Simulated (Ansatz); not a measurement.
# HfCo5: relaxing a made-up structure

This structure for HfCo5 is made up. Its elements were placed in a known structure type with a cell scaled to their sizes. What cell does the guess relax to, and how far off was it?

Program: Ansatz 0.2.0. Level of theory: DFT, PBE, plane-wave PAW, files of the set soft_1, scalar-relativistic, ferromagnetic start, cell and ions relaxed at zero pressure; PAW set soft_1, in the first sound run; inputs show where later runs differ. Results are calculated unless marked as measured.

## Step 1: The starting structure

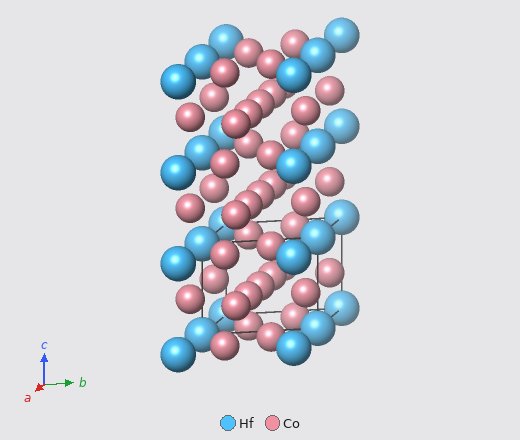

The starting structure, seen slightly off an axis (hafnium blue, cobalt pink). 2×1×3 cells are drawn. Some periodic images of atoms are drawn too.

## Step 2: Relaxation of the guess

The guess takes its coordinates from another compound and its volume from a rule, so the cell and any free coordinates are relaxed together.

Input file input.yaml:

```yaml
crystal:
  lattice:
    - [4.682, 0.0, 0.0]
    - [-2.341, 4.054730941, 0.0]
    - [0.0, 0.0, 3.543]
  atoms:
    - { symbol: Hf, position: [0.0, 0.0, 0.0] }
    - { symbol: Co, position: [0.0, 0.5, 0.5], spin: 2.0 }
    - { symbol: Co, position: [0.5, 0.5, 0.5], spin: 2.0 }
    - { symbol: Co, position: [0.5, 0.0, 0.5], spin: 2.0 }
    - { symbol: Co, position: [0.666666667, 0.333333333, 0.0], spin: 2.0 }
    - { symbol: Co, position: [0.333333333, 0.666666667, 0.0], spin: 2.0 }
magnetization:
  spin_polarized: true
kpoints:
  mp_grid: { grid: [7, 7, 8] }
scf:
  occupations: { method: fermi_dirac, width: 0.05 }
hamiltonian:
  xc: pbe
  pseudopotentials: { kind: paw, azcp: { folder: soft_1 } }
relax:
  f_tol: 0.015
  max_steps: 70
  cell: {}
output:
  forces: true
  stress: true
```

Started as:

```console
> ansatz run input.yaml --threads 4 --pin off --max-ram 10240MiB --backend cpu --events-out ev --progress --plain --runs-dir out
```

Numbers of over 12 decimals in the logs are rounded to 6 here.

Log:

```text
Engine: ansatz 0.2.0, x86_64-unknown-linux-gnu
Pseudopotentials: kind: paw
Pseudopotential: Hf, paw, valence charge 26, recommended cutoff 420 eV (normal), soft_1/Hf.paw.azcp
Pseudopotential: Co, paw, valence charge 17, recommended cutoff 420 eV (normal), soft_1/Co.paw.azcp
Functional definition: PBE
  parameter kappa = 0.804
  parameter beta = 0.066725
  exchange = pbe_x(kappa = kappa, mu = beta*pi^2/3)
  correlation = pbe_c(beta = beta)
Crystal: 6 atoms, lattice volume = 67.261 Å³
Basis set: ecut = 420 eV, 1313 PW (Γ), exchange–correlation on 64×64×48 points (8 copies of the dense FFT grid, shifted against one another)
Bands: 73, of which v1, the nominal top of the filled ones, is band 56 counted from 1 (55 counted from 0)
Symmetry: 24 space group operations
Space group: P6/mmm (ITA 191), of the structure as read, at distance tolerance 4.1e-5 Å
Magnetic group: BNS 191.233 (UNI 1463), of the structure as read, at distance tolerance 4.1e-5 Å
k-points: 40 of 392
Non-local potential: Hf, projectors of the file, l = 0: 3, l = 1: 2, l = 2: 2, l = 3: 3
Non-local potential: Co, projectors of the file, l = 0: 3, l = 1: 2, l = 2: 3, l = 3: 1
PAW form: soft (Blöchl's): semilocal exchange-correlation on the pseudo side does not see the compensation charge
PAW one-centre angular grid: Hf, 590 points (default); XC on 64 Gauss nodes
PAW one-centre angular grid: Co, 590 points (default); XC on 64 Gauss nodes
Initial density: superposition of atomic densities (chi_scale 0.1, normalization cell, long waves kept (reshape's long-wave potential 0.00 eV rms))
Starting moments: Σ|m| = 10 μB on 5 of 6 sites
Initial wavefunctions: pseudopotential atomic-orbital guess
Functional: x = pbe(κ = 0.804, μ = 0.219515), c = pbe(β = 0.066725)
SCF iter   1: F=—  HF=-41354.711043 eV  |F-HF|=—  |Δ(HF+E_count)|=         —  Δρ=1.16e-1 (↑1.16e-1 ↓1.05e-1)  dr2=2.41e1  dr2_m=2.64e-1  M=7.962 μB ∫|m|=8.990 μB  β_m=0.30  ethr=3.10e-3  ⟨swp⟩=5.4  Hψ=18688  notcnv=0  defer=3
Mixer restart at iter 1: flushing history
preconditioner: auto → Kerker (q_TF=auto, 2.966 Å⁻¹)  [metal: Δε(μ)=0.028 eV  Ē_g=13.093 eV  σ=0.050 eV  W_gap=0.14  n_scr=26 (ndim 8)  ℏωp=37.6 eV  f_vac=0.000  D(μ)=4.94/eV (n_scr^D=58)]
spin=Collinear: Kerker preconditioning applied to the charge; magnetization (m = ρ↑ − ρ↓) channel mixes plain (no charge-response kernel on spin).
SCF iter   2: F=—  HF=-41346.154324 eV  |F-HF|=—  |Δ(HF+E_count)|=    8.56e0  Δρ=2.54e-2 (↑2.25e-2 ↓2.54e-2)  dr2=7.07e-1  dr2_m=1.07e-1  M=7.850 μB ∫|m|=8.938 μB  β_m=0.31  ethr=3.10e-3  ⟨swp⟩=3.1  Hψ=11888  notcnv=0  defer=490
SCF iter   3: F=—  HF=-41347.745938 eV  |F-HF|=—  |Δ(HF+E_count)|=    1.59e0  Δρ=2.65e-2 (↑1.69e-2 ↓2.65e-2)  dr2=5.37e-1  dr2_m=1.06e-1  M=7.501 μB ∫|m|=8.674 μB  β_m=0.66  ethr=6.37e-4  ⟨swp⟩=2.5  Hψ=7522  notcnv=0  defer=542
SCF iter   4: F=—  HF=-41351.710485 eV  |F-HF|=—  |Δ(HF+E_count)|=    3.96e0  Δρ=4.35e-2 (↑1.59e-2 ↓4.35e-2)  dr2=2.31e0  dr2_m=1.54e-1  M=6.707 μB ∫|m|=7.986 μB  β_m=0.21  ethr=4.84e-4  ⟨swp⟩=3.2  Hψ=10600  notcnv=0  defer=543  recentre
SCF iter   5: F=—  HF=-41349.847460 eV  |F-HF|=—  |Δ(HF+E_count)|=    1.86e0  Δρ=1.69e-2 (↑1.39e-2 ↓1.69e-2)  dr2=2.31e-1  dr2_m=7.43e-2  M=7.217 μB ∫|m|=8.379 μB  β_m=0.49  ethr=4.84e-4  ⟨swp⟩=3.0  Hψ=11048  notcnv=0  defer=551
SCF iter   6: F=—  HF=-41352.699369 eV  |F-HF|=—  |Δ(HF+E_count)|=         —  Δρ=6.40e-2 (↑6.40e-2 ↓5.41e-2)  dr2=7.14e-2  dr2_m=2.13e0  M=4.416 μB ∫|m|=5.395 μB  β_m=1.00  ethr=2.08e-4  ⟨swp⟩=3.5  Hψ=12321  notcnv=0  defer=554
Mixer restart at iter 6: flushing history
SCF iter   7: F=—  HF=-41352.479387 eV  |F-HF|=—  |Δ(HF+E_count)|=   2.20e-1  Δρ=1.22e-2 (↑3.78e-3 ↓1.22e-2)  dr2=1.39e-1  dr2_m=1.39e-2  M=4.340 μB ∫|m|=5.207 μB  β_m=0.50  ethr=4.50e-5  ⟨swp⟩=2.8  Hψ=10446  notcnv=0  defer=552
SCF iter   8: F=—  HF=-41352.473434 eV  |F-HF|=—  |Δ(HF+E_count)|=   5.95e-3  Δρ=1.30e-2 (↑1.30e-2 ↓7.32e-3)  dr2=2.05e-2  dr2_m=6.02e-2  M=4.110 μB ∫|m|=4.935 μB  β_m=0.52  ethr=4.50e-5  ⟨swp⟩=3.0  Hψ=11504  notcnv=0  defer=538
SCF iter   9: F=—  HF=-41352.464541 eV  |F-HF|=—  |Δ(HF+E_count)|=   8.89e-3  Δρ=8.04e-3 (↑4.90e-3 ↓8.04e-3)  dr2=1.54e-2  dr2_m=2.49e-2  M=4.091 μB ∫|m|=4.895 μB  β_m=0.17  ethr=1.84e-5  ⟨swp⟩=2.4  Hψ=10669  notcnv=0  defer=552
SCF iter  10: F=—  HF=-41352.464795 eV  |F-HF|=—  |Δ(HF+E_count)|=   2.54e-4  Δρ=7.13e-3 (↑6.35e-3 ↓7.13e-3)  dr2=5.62e-3  dr2_m=2.71e-2  M=3.949 μB ∫|m|=4.723 μB  β_m=0.15  ethr=1.39e-5  ⟨swp⟩=2.1  Hψ=7511  notcnv=0  defer=552
SCF iter  11: F=—  HF=-41352.466187 eV  |F-HF|=—  |Δ(HF+E_count)|=   1.39e-3  Δρ=7.48e-3 (↑7.48e-3 ↓7.05e-3)  dr2=3.80e-4  dr2_m=3.23e-2  M=3.675 μB ∫|m|=4.386 μB  β_m=0.64  ethr=5.07e-6  ⟨swp⟩=2.0  Hψ=9022  notcnv=0  defer=552
SCF iter  12: F=-41352.464369 eV  HF=-41352.469787 eV  |F-HF|=5.42e-3  |Δ(HF+E_count)|=   3.60e-3  Δρ=5.64e-3 (↑5.64e-3 ↓3.52e-3)  dr2=4.29e-3  dr2_m=1.26e-2  M=3.117 μB ∫|m|=3.709 μB  β_m=0.75  ethr=3.43e-7  ⟨swp⟩=3.0  Hψ=13356  notcnv=0  defer=552
SCF iter  13: F=-41352.464383 eV  HF=-41352.470327 eV  |F-HF|=5.94e-3  |Δ(HF+E_count)|=   5.40e-4  Δρ=4.47e-3 (↑4.47e-3 ↓3.99e-3)  dr2=2.72e-3  dr2_m=1.03e-2  M=2.711 μB ∫|m|=3.193 μB  β_m=0.66  ethr=3.43e-7  ⟨swp⟩=3.2  Hψ=13442  notcnv=0  defer=550
SCF iter  14: F=-41352.468529 eV  HF=-41352.468701 eV  |F-HF|=1.71e-4  |Δ(HF+E_count)|=   1.63e-3  Δρ=1.21e-3 (↑1.21e-3 ↓2.97e-4)  dr2=4.57e-4  dr2_m=2.91e-4  M=2.815 μB ∫|m|=3.329 μB  β_m=0.83  ethr=3.43e-7  ⟨swp⟩=3.0  Hψ=11299  notcnv=0  defer=550
SCF iter  15: F=-41352.468516 eV  HF=-41352.468894 eV  |F-HF|=3.79e-4  |Δ(HF+E_count)|=   1.94e-4  Δρ=1.46e-3 (↑1.46e-3 ↓5.59e-4)  dr2=3.85e-4  dr2_m=6.08e-4  M=2.796 μB ∫|m|=3.303 μB  β_m=0.91  ethr=3.43e-7  ⟨swp⟩=2.0  Hψ=6474  notcnv=0  defer=550
SCF iter  16: F=-41352.468793 eV  HF=-41352.468808 eV  |F-HF|=1.49e-5  |Δ(HF+E_count)|=   8.66e-5  Δρ=1.77e-4 (↑5.08e-5 ↓1.77e-4)  dr2=2.14e-5  dr2_m=5.91e-6  M=2.822 μB ∫|m|=3.338 μB  β_m=0.96  ethr=3.43e-7  ⟨swp⟩=1.8  Hψ=8198  notcnv=0  defer=550
SCF iter  17: F=-41352.468802 eV  HF=-41352.468807 eV  |F-HF|=4.95e-6  |Δ(HF+E_count)|=   3.49e-7  Δρ=1.38e-4 (↑1.22e-4 ↓1.38e-4)  dr2=4.20e-6  dr2_m=9.33e-6  M=2.819 μB ∫|m|=3.334 μB  β_m=0.98  ethr=1.93e-8  ⟨swp⟩=2.0  Hψ=7200  notcnv=0  defer=550
SCF iter  18: F=-41352.468803 eV  HF=-41352.468807 eV  |F-HF|=3.34e-6  |Δ(HF+E_count)|=   6.31e-7  Δρ=9.10e-5 (↑8.60e-5 ↓9.10e-5)  dr2=3.67e-6  dr2_m=3.64e-6  M=2.830 μB ∫|m|=3.347 μB  β_m=0.81  ethr=3.78e-9  ⟨swp⟩=2.0  Hψ=9137  notcnv=0  defer=550
[...]
relax step   4: F+E_penalty+E_count = -41353.71038597 eV  Δ(F+E_penalty+E_count) = -3.439e-2 eV  max|allowed force component| = 4.626e-18 eV/Å  Δτ_max = 0.0000 Å  P = -0.317 GPa  Ω = 77.137 Å³  energy of the carried Pulay correction = -1.282e-2 eV  (12 SCF iters, dr2 threshold 6.00e-7 eV, accepted)
[...]
relax step   5: F+E_penalty+E_count = -41353.71315479 eV  Δ(F+E_penalty+E_count) = -2.769e-3 eV  max|allowed force component| = 1.272e-17 eV/Å  Δτ_max = 0.0000 Å  P = +0.011 GPa  Ω = 76.958 Å³  energy of the carried Pulay correction = -1.268e-2 eV  (9 SCF iters, dr2 threshold 6.00e-7 eV, accepted)
[...]
relax step   6: F+E_penalty+E_count = -41353.71315733 eV  Δ(F+E_penalty+E_count) = -2.538e-6 eV  max|allowed force component| = 4.626e-18 eV/Å  Δτ_max = 0.0000 Å  P = -0.001 GPa  Ω = 76.965 Å³  energy of the carried Pulay correction = -1.269e-2 eV  (8 SCF iters, dr2 threshold 7.36e-9 eV, accepted)
[...]
relax step   7: F+E_penalty+E_count = -41353.73830353 eV  Δ(F+E_penalty+E_count) = -2.515e-2 eV  max|allowed force component| = 4.626e-18 eV/Å  Δτ_max = 0.0000 Å  P = +0.387 GPa  Ω = 76.965 Å³  stress off target by 9.77e-1 GPa  SCF on the basis re-selected at this cell (its energy is not comparable with the rows above)  (13 SCF iters)
[...]
relax step   8: F+E_penalty+E_count = -41353.73891853 eV  Δ(F+E_penalty+E_count) = -6.150e-4 eV  max|allowed force component| = 6.168e-18 eV/Å  Δτ_max = 0.0000 Å  P = +0.071 GPa  Ω = 77.087 Å³  energy of the carried Pulay correction = -1.366e-4 eV  (9 SCF iters, dr2 threshold 6.00e-7 eV, accepted)
[...]
relax step   9: F+E_penalty+E_count = -41353.73890347 eV  Δ(F+E_penalty+E_count) = +1.506e-5 eV  max|allowed force component| = 4.626e-18 eV/Å  Δτ_max = 0.0000 Å  P = -0.000 GPa  Ω = 77.116 Å³  energy of the carried Pulay correction = -1.681e-4 eV  (9 SCF iters, dr2 threshold 5.44e-8 eV, accepted)
iter 1 solved again at ethr=4.87e-8 eV; its pass at ethr=3.10e-3 eV (dr2=5.40e-5 eV) is discarded
SCF iter   1: F=—  HF=-41353.739057 eV  |F-HF|=—  |Δ(HF+E_count)|=         —  Δρ=1.11e-5 (↑5.38e-6 ↓1.11e-5)  dr2=1.31e-7  dr2_m=6.87e-9  M=6.526 μB ∫|m|=8.050 μB  β_m=0.65  ethr=4.87e-8  ⟨swp⟩=4.8  Hψ=41525  notcnv=0
spin=Collinear: Kerker preconditioning applied to the charge; magnetization (m = ρ↑ − ρ↓) channel mixes plain (no charge-response kernel on spin).
SCF iter   2: F=—  HF=-41353.739060 eV  |F-HF|=—  |Δ(HF+E_count)|=   2.89e-6  Δρ=2.97e-6 (↑2.97e-6 ↓2.54e-6)  dr2=4.15e-9  dr2_m=1.72e-9  M=6.526 μB ∫|m|=8.050 μB  β_m=0.51  ethr=1.18e-10  ⟨swp⟩=3.5  Hψ=12655  notcnv=0
SCF iter   3: F=—  HF=-41353.739060 eV  |F-HF|=—  |Δ(HF+E_count)|=   1.14e-8  Δρ=1.39e-6 (↑1.39e-6 ↓1.31e-6)  dr2=2.25e-9  dr2_m=1.89e-10  M=6.526 μB ∫|m|=8.050 μB  β_m=0.51  ethr=3.74e-12  ⟨swp⟩=3.3  Hψ=12348  notcnv=0
SCF iter   4: F=—  HF=-41353.739060 eV  |F-HF|=—  |Δ(HF+E_count)|=   7.57e-9  Δρ=1.73e-6 (↑5.35e-7 ↓1.73e-6)  dr2=2.80e-9  dr2_m=4.62e-10  M=6.526 μB ∫|m|=8.050 μB  β_m=0.76  ethr=2.03e-12  ⟨swp⟩=2.0  Hψ=9339  notcnv=0
SCF iter   5: F=—  HF=-41353.739060 eV  |F-HF|=—  |Δ(HF+E_count)|=   1.11e-8  Δρ=1.51e-6 (↑5.82e-7 ↓1.51e-6)  dr2=2.42e-9  dr2_m=5.28e-10  M=6.526 μB ∫|m|=8.050 μB  β_m=0.88  ethr=2.03e-12  ⟨swp⟩=2.0  Hψ=9159  notcnv=0
SCF iter   6: F=—  HF=-41353.739060 eV  |F-HF|=—  |Δ(HF+E_count)|=   4.67e-9  Δρ=1.41e-6 (↑6.12e-7 ↓1.41e-6)  dr2=2.37e-9  dr2_m=1.42e-10  M=6.526 μB ∫|m|=8.050 μB  β_m=0.78  ethr=2.03e-12  ⟨swp⟩=2.0  Hψ=9819  notcnv=0
SCF iter   7: F=—  HF=-41353.739060 eV  |F-HF|=—  |Δ(HF+E_count)|=   1.14e-9  Δρ=2.07e-7 (↑2.07e-7 ↓1.88e-7)  dr2=7.86e-11  dr2_m=2.60e-12  M=6.526 μB ∫|m|=8.050 μB  β_m=0.84  ethr=2.03e-12  ⟨swp⟩=2.0  Hψ=9656  notcnv=0
SCF iter   8: F=—  HF=-41353.739060 eV  |F-HF|=—  |Δ(HF+E_count)|=  5.82e-11  Δρ=8.76e-8 (↑8.76e-8 ↓4.08e-8)  dr2=6.15e-12  dr2_m=6.60e-13  M=6.526 μB ∫|m|=8.050 μB  β_m=0.77  ethr=1.00e-12  ⟨swp⟩=1.0  Hψ=5840  notcnv=0
SCF iter   9: F=-41353.739060 eV  HF=-41353.739060 eV  |F-HF|=7.28e-12  |Δ(HF+E_count)|=    0.00e0  Δρ=7.99e-8 (↑4.68e-8 ↓7.99e-8)  dr2=1.05e-11  dr2_m=2.59e-13  M=6.526 μB ∫|m|=8.050 μB  ethr=1.00e-12  ⟨swp⟩=4.2  Hψ=22177  notcnv=0
SCF 10 converged in 9 iterations: F = -41353.739060 eV  dr2 = 1.05e-11
relax step  10: F+E_penalty+E_count = -41353.73906005 eV  Δ(F+E_penalty+E_count) = -1.566e-4 eV  max|allowed force component| = 9.252e-18 eV/Å  Δτ_max = 0.0000 Å  P = -0.004 GPa  Ω = 77.116 Å³  stress off target by 6.19e-3 GPa  SCF on the basis re-selected at this cell (its energy is not comparable with the rows above)  (9 SCF iters)
basis re-selected at this cell: Δ(F+E_penalty+E_count) = -1.566e-4 eV, ΔP = -0.004 GPa vs the last step (what re-selecting the basis moved, of the pressure what is left beyond the Pulay correction that the steps carried, after the strain that the cell walked since its last selection, with what the two solves' SCF thresholds leave and, on support functions, any second-order correction that the steps lacked; it is no m [...]
SCF converged after 9 iterations
Magnetization: 6.5262 μB (58.7631 up, 52.2369 down)
Absolute magnetization: 8.0566 μB (∫|ρ↑−ρ↓|, with the PAW one-centre terms)
Spin contamination: 0.2759 ħ² per cell (⟨S²⟩ above its minimum at these occupations)
Per-site moments (μB) at R_I (Å): [(-0.245988, 1.128825), (1.538502, 0.977591), (1.538502, 0.977591), (1.538502, 0.977591), (1.320754, 0.993400), (1.320754, 0.993400)]
Free energy (F): -41353.739060 eV
Harris-Foulkes:  -41353.739060 eV  (|F-HF|=7.28e-12)
Internal energy: -41353.669257 eV  (E = F + TS)
E sigma→0 (E₀):  -41353.704158 eV
Entropy (-TS):   -0.069803 eV (-11.634 meV/atom)
Fermi energy:    18.456607 eV
--- Per-component energies (eV) ---
  E_band       = -1258.143778
  E_kinetic    = 1865.901667
  E_local      = -20072.326431  (includes V_loc(G=0)·N_el)
  E_nonlocal   = 2228.248536
  E_hartree    = 9195.705546
  E_xc         = -728.282041
  E_vxc        = -849.176172  (∫ρ·V_xc dr)
  E_paw        = -15550.398167  (= ΣΔE_a)
  E_vpaw       = -2822.202896  (= ΣTr[D̂ρ^β])
  E_aug_tail   = 0.000058  (compensation charges beyond the density's cutoff)
  E_ewald      = -18292.518424
  E_smearing   = -0.069803  (= −TS)
  E_closure    = 0.000000  (closes the sum)
  Σ components = -41353.739060   (vs F -41353.739060, Δ=0.00e0)
--- Forces (eV/Å), atoms counted from 1 ---
  atom   1  Hf     0.00000000    -0.00000000     0.00000000
  atom   2  Co    -0.00000000     0.00000000     0.00000000
  atom   3  Co     0.00000000    -0.00000000     0.00000000
  atom   4  Co    -0.00000000    -0.00000000     0.00000000
  atom   5  Co     0.00000000    -0.00000000     0.00000000
  atom   6  Co    -0.00000000     0.00000000    -0.00000000
  max |Σ_I F_I| component: 4.63e-18 eV/Å
--- Stress (GPa, compression-positive) ---
       -0.006189      -0.000000       0.000000
       -0.000000      -0.006189      -0.000000
        0.000000      -0.000000       0.000752
  P = ⅓ Tr σ = -0.0039 GPa (-0.039 kbar)
--- Relaxed structure (8 steps of the walk, 8 accepted, 2 SCFs on fresh bases) ---
  F+E_penalty+E_count = -41353.73906005 eV   max|allowed force component| = 9.252e-18 eV/Å   (the final SCF, on the basis selected at the relaxed cell)
  cell:  # Å, volume = 77.1157 Å³
    - [4.739834, 0, 0.0]
    - [-2.369917, 4.104817, 0.0]
    - [0.0, 0.0, 3.963565]
  atoms:
    - { symbol: Hf, position: [0, 0, 0.0] }
    - { symbol: Co, position: [2.7755575615628914e-17, 0.5, 0.5] }
    - { symbol: Co, position: [0.5, 0.5, 0.5] }
    - { symbol: Co, position: [0.500000, 0, 0.5] }
    - { symbol: Co, position: [0.666667, 0.333333, 0.0] }
    - { symbol: Co, position: [0.333333, 0.666667, 0.0] }
```

The job ended after 28 s (4 threads of AMD EPYC 9R45 (Zen 5), shared host; peak memory 0.77 GiB; 1.8 min of CPU time).

Step by step:

```tsv
step	energy less that of the first step (eV)	largest force component (eV/Å)	pressure (GPa)	volume (Å³)
1	0.0000	0.0000	31.07	67.26
2	-0.8305	0.0000	16.29	71.79
3	-1.2072	0.0000	0.24	77.08
4	-1.2416	0.0000	-0.32	77.14
5	-1.2443	0.0000	0.01	76.96
6	-1.2444	0.0000	0.00	76.96
7*	-1.2695	0.0000	0.39	76.96
8	-1.2701	0.0000	0.07	77.09
9	-1.2701	0.0000	0.00	77.12
10*	-1.2703	0.0000	0.00	77.12
```

Relaxation steps marked * repeat the geometry before them on a plane-wave basis chosen anew for their cell, so energy and pressure can jump there.

Forces are held to the 24 operations that the run works with; a distortion that breaks them can't arise in this run.

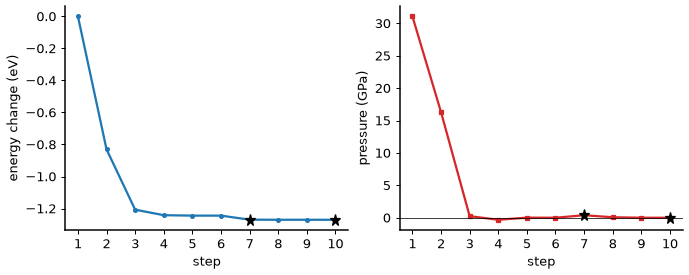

Energy and pressure along the relaxation. Stars mark steps on a basis chosen anew.

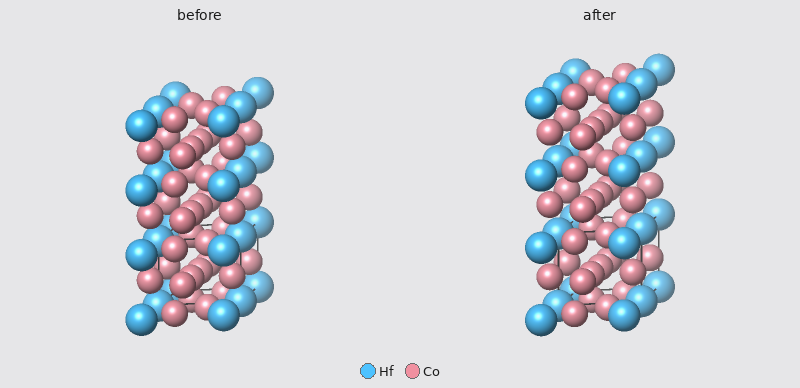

The structure before and after the relaxation, drawn at the same scale.

```tsv
conventional cell, symmetrised	before	after	change
a (Å)	4.682	4.740	+1.2 %
b (Å)	4.682	4.740	+1.2 %
c (Å)	3.543	3.964	+11.9 %
volume (Å³/atom)	11.21	12.85	+14.7 %
```

The relaxed structure:

```xyz
6
Lattice="4.7398 0.0000 0.0000 -2.3699 4.1048 0.0000 0.0000 0.0000 3.9636" Properties=species:S:1:pos:R:3 pbc="T T T"
Hf    0.0000    0.0000    0.0000
Co   -1.1850    2.0524    1.9818
Co    1.1850    2.0524    1.9818
Co    2.3699    0.0000    1.9818
Co    2.3699    1.3683    0.0000
Co    0.0000    2.7365    0.0000
```

This step gave:

* free energy: -41353.7391 eV
* energy at zero smearing: -41353.7042 eV
* smearing term TS: 0.06980 eV
* Fermi energy: 18.46 eV
* magnetization: 6.526 μB
* absolute magnetization: 8.057 μB
* site moments: -0.2460, 1.539, 1.539, 1.539, 1.321, 1.321 μB
* electrons: 111
* symmetry operations: 24
* pressure: -0.003875 GPa

Site moment by atom:

```tsv
atom	site moment (μB)
Hf1	-0.25
Co2	1.54
Co3	1.54
Co4	1.54
Co5	1.32
Co6	1.32
```

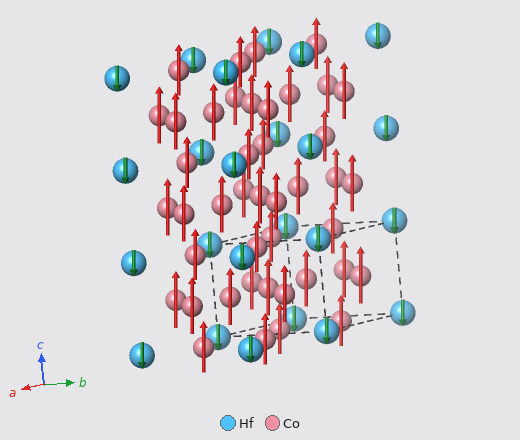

Site moment as arrows, the longest 1.54 μB. Up and down stand for the sign. Arrows give size and sign along the axis of quantisation, drawn up and down the page. Each arrow also spans its atom, so small moments look longer than they are. The two directions have two colours. 2×1×3 cells are drawn. Some periodic images of atoms are drawn too.

Shortest distances by pair of elements, guess and relaxed (not always the same contact):

```tsv
pair	guess (Å)	relaxed (Å)
Co–Co	2.228	2.370
Co–Hf	2.703	2.737
Hf–Hf	3.543	3.964
```

The relaxation ends with a pressure of 0.00 GPa.

(Part 1 of 2 ends here.)

[Logs are printed without paths, hosts, clocks, repeated set-up lines and the standing remarks that a program may print on its own settings, such as how far it seeks lower states.]

[Hosts, paths, dates, database ids (printed as entryN), source tags and the programs' standing remarks are cut or masked in the printed files.]
